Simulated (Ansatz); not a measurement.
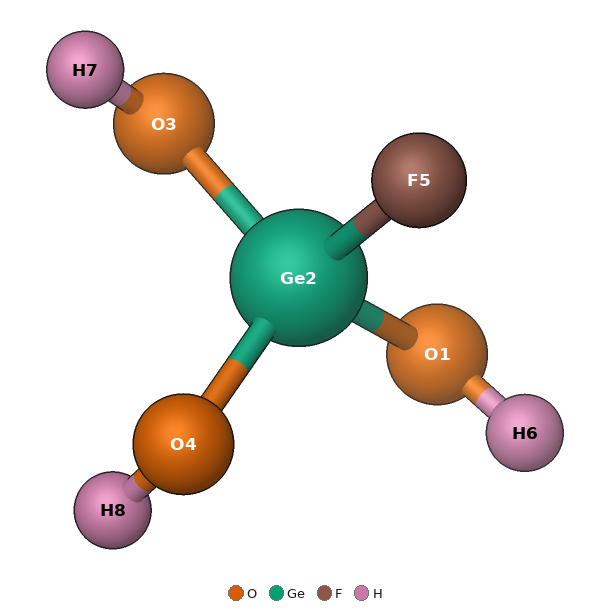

Atoms carry their numbers in the input. The computed structure is the end point of a PBE-D4/def2-SVP optimisation. No frequency run is at hand to confirm it as a minimum.

Question: Describe the coordination of atom 2.

Answer: Ge2 has 4 neighbours (O1 at 1.77, O3 at 1.77, O4 at 1.78, F5 at 1.75 Å); the arrangement is tetrahedral.

Question: How are the neighbours of atom 4 arranged?

Answer: O4 has 2 neighbours (Ge2 at 1.78, H8 at 0.98 Å); the arrangement is bent.

Question: Describe the coordination of atom 1.

Answer: O1 has 2 neighbours (Ge2 at 1.77, H6 at 0.98 Å); the arrangement is bent.
